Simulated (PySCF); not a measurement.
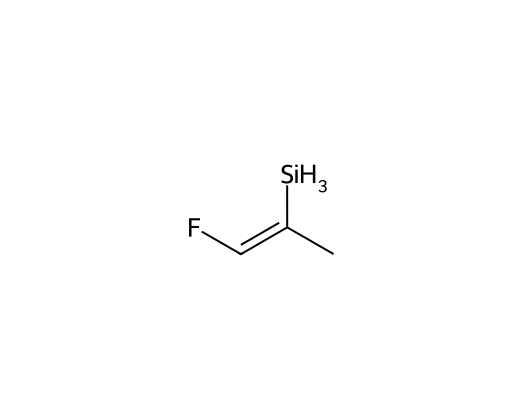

Figure made from data computed with PySCF.

Write the SMILES.

Answer. C/C([SiH3])=C/F

Give the formula, hydrogens included.

Answer. C3H7FSi.

An optimisation with PBE0-D3(BJ)/def2-SVP gave a structure of which point group?

Answer. C1.
